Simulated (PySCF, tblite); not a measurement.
# C3H3F3: geometry, infrared bands, NMR shifts and spin-spin couplings

Wanted: the infrared bands, NMR shifts and spin-spin couplings of C3H3F3 (`C=C(F)C(F)F`), by calculation.

Computed with tblite 0.8.0 and PySCF 2.14.0, with density-fitted response routines of our own, on a single molecule in the gas phase. Atoms count from 0, in the outputs and in this text.

## (1) The molecule as given

9 atoms, charge 0, multiplicity 1; geometry from: force field or distance geometry start.

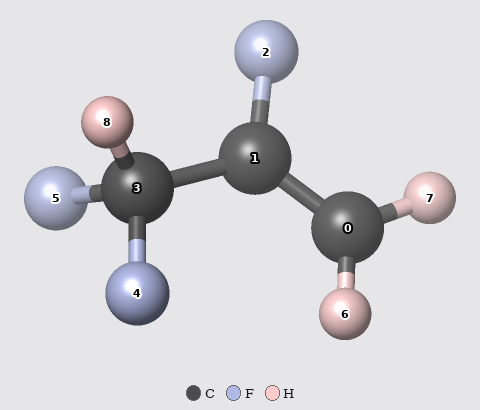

As it starts; carbon dark grey, fluorine light blue, hydrogen pink, atoms numbered; sticks join atoms by distance.

## (2) Relaxing the molecule with GFN2-xTB

Job settings and geometry (Å):

```
{"job": {"kind": "relax", "xc": "GFN2-xTB", "basis": "xTB"}, "charge": 0, "multiplicity": 1}
C     -1.325000    -0.046700    -0.450100
C     -0.285100     0.400900     0.242200
F     -0.487400     1.420400     1.111000
C      1.112800    -0.137000     0.136500
F      1.224000    -1.093700    -0.819400
F      1.489400    -0.746000     1.301500
H     -1.240300    -0.858100    -1.160900
H     -2.303600     0.413200    -0.309300
H      1.828700     0.653100    -0.076700
```

Command:

```sh
$ OMP_NUM_THREADS=1 python probes_run.py task.json out
```

The driver reads the jobs from task.json and runs them one after another.

**Question.** This job is followed by: GFN2-xTB harmonic vibrations, gas phase; GIAO PBE0/pcSseg-1 NMR shielding, non-relativistic, gas phase; B3LYP/pcJ-1 indirect spin-spin coupling, non-relativistic, gas phase. Predict these results of the whole session: strongest single infrared mode (GFN2-xTB); zero-point energy (GFN2-xTB); ¹³C shifts against TMS (PBE0/pcSseg-1); ¹H shifts against TMS (PBE0/pcSseg-1); ¹⁹F shifts against CFCl3 (PBE0/pcSseg-1, means over atoms taken as alike); largest coupling of the table (B3LYP/pcJ-1).

The runs gave:

| quantity | value |
| --- | --- |
| strongest single infrared mode (GFN2-xTB) | 1021 cm⁻¹, 224 km/mol |
| zero-point energy (GFN2-xTB) | 34.4 kcal/mol |
| ¹³C shifts against TMS (PBE0/pcSseg-1) | 173.9, 117.6, 103.0 ppm |
| ¹H shifts against TMS (PBE0/pcSseg-1) | 6.35, 5.50, 5.44 ppm |
| ¹⁹F shifts against CFCl3 (PBE0/pcSseg-1, means over atoms taken as alike) | -103.7, -124.3 ppm |
| largest coupling of the table (B3LYP/pcJ-1) | ¹J(C,F) C1–F2, -336.2 Hz |

The optimisation took 43 steps and gained 0.090 eV; among the close pairs (by a distance rule), C0–H7 changed most, from 1.090 to 1.075 Å. No mode is imaginary among the 21: a minimum at this level. The strongest single mode, at 1021 cm⁻¹, moves mainly C3. GFN2-xTB is a fitted tight-binding method: band positions and strengths are rough. Its intensities can rank the bands wrongly. H8 (hydrogen on an allylic sp3 CH bonded to 2 F) lies farthest downfield among hydrogen, at 6.35 ppm; its carbon carries F, which withdraws density. At PBE0/pcSseg-1: The widest tensor belongs to C0: span 193 ppm, with a paramagnetic part of -173 ppm. Of the pairs tabulated at B3LYP/pcJ-1, C1–F2 couples most strongly (-336.2 Hz; Fermi contact -326.2 Hz). Couplings across rotatable bonds belong to this one conformer; where others are populated, the observed values are averages. Density functionals describe couplings to fluorine poorly, F–F couplings above all, so those rows are rough.
